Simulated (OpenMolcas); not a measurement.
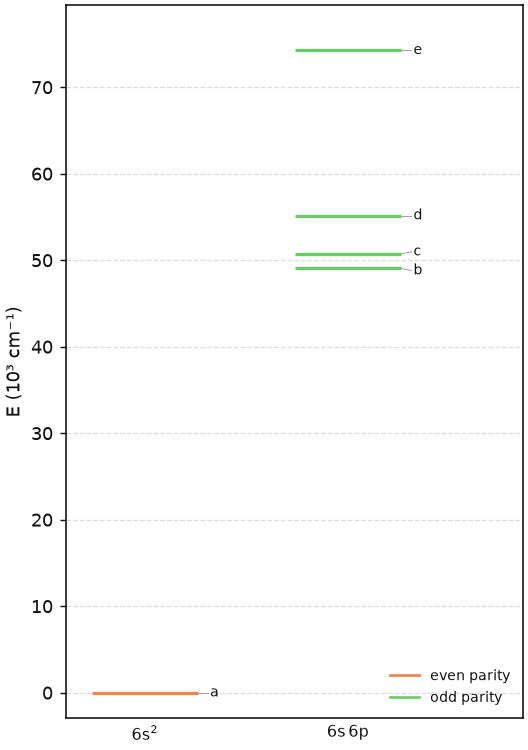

**Figure 1.** The lowest computed levels of Tl⁺, 5 of them lettered. a: 6s² ¹S₀ at 0; b: 6s 6p ³P°₀ at 49,000 cm⁻¹; c: 6s 6p ³P°₁ at 50,700 cm⁻¹; d: 6s 6p ³P°₂ at 55,200 cm⁻¹; e: 6s 6p ¹P°₁ at 74,300 cm⁻¹.

## Tl⁺: multiconfigurational calculation

Tl⁺. Computed at this level: state-averaged SS-RASPT2, IPEA shift 0.3, imaginary shift 0.05 hartree, active space 2 electrons in the shells 6s 6p 6d; RAS3 6d with at most 2 electrons, basis ANO-R2, X2C scalar Hamiltonian, spin-orbit coupling by RASSI with atomic mean-field integrals (OpenMolcas).

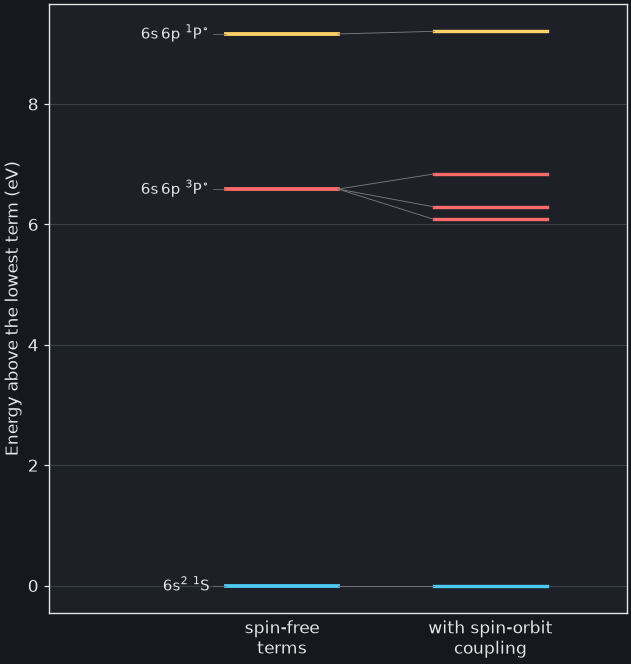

**Figure 2.** Terms of Tl⁺ without and with spin-orbit coupling; the J values are left off. 6s² ¹S (at 0) gives the one level J = 0; 6s 6p ³P° (at 6.59 eV) splits over 0.758 eV into J = 0, 1, 2 from the bottom up (normal); 6s 6p ¹P° (at 9.16 eV) gives the one level J = 1. The ground level lies 0 below the lowest term.

These pictures come from the run below.

### Input file
```
&GATEWAY
Coord
1

Tl 0.0 0.0 0.0
Basis=ANO-R2
Group=XYZ
NoMove
AngMom=0.0 0.0 0.0
AMFI
&SEWARD
&RASSCF
FileOrb=start.orb
Symmetry=1
Spin=3
nActEl=2 0 0
Inactive=20 19
Ras2=1 3
CIRoot=3 3 1
SDav=3
CIMx=300
Iter=120 100
PrWF=0.3
OrbListing=Nothing
MaxOrb=0
Atom
>>> COPY $Project.JobIph JOBPRE
&RASSCF
FileOrb=start.orb
Symmetry=1
Spin=1
nActEl=2 0 2
Inactive=20 19
Ras2=1 3
Ras3=5 0
CIRoot=1 1 1
SDav=27
CIMx=300
Iter=120 100
PrWF=0.3
OrbListing=Nothing
MaxOrb=0
Thrs=2.0e-7 1.0e-1 5.0e-4
Atom
>>> COPY $Project.JobIph JOB001
&RASSCF
FileOrb=start.orb
Symmetry=2
Spin=1
nActEl=2 0 2
Inactive=20 19
Ras2=1 3
Ras3=5 0
CIRoot=3 3 1
SDav=18
CIMx=300
Iter=120 100
PrWF=0.3
OrbListing=Nothing
MaxOrb=0
Thrs=2.0e-7 1.0e-1 5.0e-4
Atom
>>> COPY $Project.JobIph JOB002
&RASSCF
FileOrb=start.orb
Symmetry=2
Spin=3
nActEl=2 0 2
Inactive=20 19
Ras2=1 3
Ras3=5 0
CIRoot=15 15 1
SDav=18
CIMx=300
Iter=120 100
PrWF=0.3
OrbListing=Nothing
MaxOrb=0
Thrs=2.0e-7 1.0e-1 5.0e-4
Atom
CIOnly
>>> COPY $Project.JobIph JOB003
&RASSI
NrOfJobIphs=3 1 3 3
1
1 2 3
1 2 3
IphNames
JOB001
JOB002
JOB003
EJob
SpinOrbit
DIPRint=1.0
SOCoupling=1000.0
Subsets=2
MEES
Property=10
'ANGMOM' 1 'ANGMOM' 2 'ANGMOM' 3 'MLTPL  1' 1 'MLTPL  1' 2 'MLTPL  1' 3
'AMFI' 1 'AMFI' 2 'AMFI' 3 'MLTPL  2' 6
SOProperty=3
'ANGMOM' 1 'ANGMOM' 2 'ANGMOM' 3
>>> COPY JOB001 $Project.JobIph
&CASPT2
Multistate=1 1
Frozen=20 19
IPEA=0.3
Imaginary=0.05
MaxIter=60
WThr=0.0 0.3 0.05
PrWF=0.5
NoMix
>>> COPY JOB002 $Project.JobIph
&CASPT2
Multistate=3 1 2 3
NoMult
Frozen=20 19
IPEA=0.3
Imaginary=0.05
MaxIter=60
WThr=0.0 0.3 0.05
PrWF=0.5
NoMix
>>> COPY JOB003 $Project.JobIph
&CASPT2
Multistate=3 1 2 3
NoMult
Frozen=20 19
IPEA=0.3
Imaginary=0.05
MaxIter=60
WThr=0.0 0.3 0.05
PrWF=0.5
NoMix
```

The file start.orb holds starting orbitals from an earlier step. A driver script formed the levels outside the program, from RASSI's spin-orbit matrix and the CASPT2 energies (for multi-state variants, the effective Hamiltonian), averaged over the components of each term or state. The log and the time are those of the CASPT2 step.

Command:
```bash
OMP_NUM_THREADS=1 MOLCAS_MEM=2252 MOLCAS_PROJECT=a pymolcas a.inp > a.log  # once for each step of the input, in one work folder
```

### Output (extracts)
```
--- CASPT2 ---
Orbital specifications:
      -----------------------

      Symmetry species                           1   2
                                                ag  au
      Frozen orbitals                           20  19
      Inactive orbitals                          0   0
      Active orbitals                            6   3
      Secondary orbitals                        16  20
      Deleted orbitals                           0   0
      Number of basis functions                 42  42
Type of calculation                        SS-CASPT2
      Fock operator                              state-specific
      IPEA shift                                 0.30
      Real shift                                 0.00
      Imaginary shift                            0.05
      The input orbitals will be transformed to quasi-canonical
Reference energy:      -20243.6238062843
      E2 (Non-variational):      -0.0014164423
      Shift correction:          -0.0000003827
      E2 (Variational):          -0.0014168250
      Total energy:          -20243.6252231093
      Residual norm:              0.0000001789
      Reference weight:           0.99957
      Contributions to the CASPT2 correlation energy
      Active & Virtual Only:         -0.0014164423
      One Inactive Excited:           0.0000000000
      Two Inactive Excited:           0.0000000000
::    CASPT2 Root  1     Total energy: -20243.62522311
--- CASPT2 ---
Orbital specifications:
      -----------------------

      Symmetry species                           1   2
                                                ag  au
      Frozen orbitals                           20  19
      Inactive orbitals                          0   0
      Active orbitals                            6   3
      Secondary orbitals                        16  20
      Deleted orbitals                           0   0
      Number of basis functions                 42  42
Type of calculation                        SS-CASPT2
      Fock operator                              state-specific
      IPEA shift                                 0.30
      Real shift                                 0.00
      Imaginary shift                            0.05
      The input orbitals will be transformed to quasi-canonical
Reference energy:      -20243.2838424025
      E2 (Non-variational):      -0.0046390095
      Shift correction:          -0.0000060235
      E2 (Variational):          -0.0046450330
      Total energy:          -20243.2884874355
      Residual norm:              0.0000004860
      Reference weight:           0.99707
      Contributions to the CASPT2 correlation energy
      Active & Virtual Only:         -0.0046390095
      One Inactive Excited:           0.0000000000
      Two Inactive Excited:           0.0000000000
Reference energy:      -20243.2838424025
      E2 (Non-variational):      -0.0046390050
      Shift correction:          -0.0000060235
      E2 (Variational):          -0.0046450285
      Total energy:          -20243.2884874310
      Residual norm:              0.0000004860
      Reference weight:           0.99707
      Contributions to the CASPT2 correlation energy
      Active & Virtual Only:         -0.0046390050
      One Inactive Excited:           0.0000000000
      Two Inactive Excited:           0.0000000000
::    CASPT2 Root  1     Total energy: -20243.28848744
::    CASPT2 Root  2     Total energy: -20243.28848743
::    CASPT2 Root  3     Total energy: -20243.28848743
--- CASPT2 ---
Orbital specifications:
      -----------------------

      Symmetry species                           1   2
                                                ag  au
      Frozen orbitals                           20  19
      Inactive orbitals                          0   0
      Active orbitals                            6   3
      Secondary orbitals                        16  20
      Deleted orbitals                           0   0
      Number of basis functions                 42  42
Type of calculation                        SS-CASPT2
      Fock operator                              state-specific
      IPEA shift                                 0.30
      Real shift                                 0.00
      Imaginary shift                            0.05
      The input orbitals will be transformed to quasi-canonical
Reference energy:      -20243.3710164460
      E2 (Non-variational):      -0.0120564685
      Shift correction:          -0.0001057839
      E2 (Variational):          -0.0121622524
      Total energy:          -20243.3831786984
      Residual norm:              0.0000007955
      Reference weight:           0.97899
      Contributions to the CASPT2 correlation energy
      Active & Virtual Only:         -0.0120564685
      One Inactive Excited:           0.0000000000
      Two Inactive Excited:           0.0000000000
Reference energy:      -20243.3710164460
      E2 (Non-variational):      -0.0120564584
      Shift correction:          -0.0001057835
      E2 (Variational):          -0.0121622419
      Total energy:          -20243.3831786879
      Residual norm:              0.0000007955
      Reference weight:           0.97899
      Contributions to the CASPT2 correlation energy
      Active & Virtual Only:         -0.0120564584
      One Inactive Excited:           0.0000000000
      Two Inactive Excited:           0.0000000000
::    CASPT2 Root  1     Total energy: -20243.38317870
::    CASPT2 Root  2     Total energy: -20243.38317869
::    CASPT2 Root  3     Total energy: -20243.38317873
```

### Spin-orbit levels, grouped by J and assigned

```tsv
Configuration	Level	E (cm⁻¹)	LS purity (%)	Landé g
6s²	¹S₀	0	100	–
6s 6p	³P°₀	49,050	100	–
6s 6p	³P°₁	50,730	98	1.494
6s 6p	³P°₂	55,160	100	1.501
6s 6p	¹P°₁	74,260	98	1.008
```

### Results in brief

```
                                 quantity                                       value
                                  outcome                                   converged
                             lowest level                                     6s² ¹S₀
                      first excited level  6s 6p ³P°₀, 49,048 cm⁻¹ (measured: 49,451)
      energy of the lowest spin-free term                        −20243.62522 hartree
    energy of the lowest spin-orbit level                        −20243.62522 hartree
                CASPT2 correlation energy                             −0.0014 hartree
largest spread among components of a term                                    0.0 cm⁻¹
                  lowest reference weight                                       0.979
                                 hardware                   1 CPU thread, shared host
                                wall time                                         2 s
```

### Remarks

Limits: extra active shells serve correlation only, their own levels not computed; spin-orbit splittings of 6p ions too small; only configurations of the active space are included.
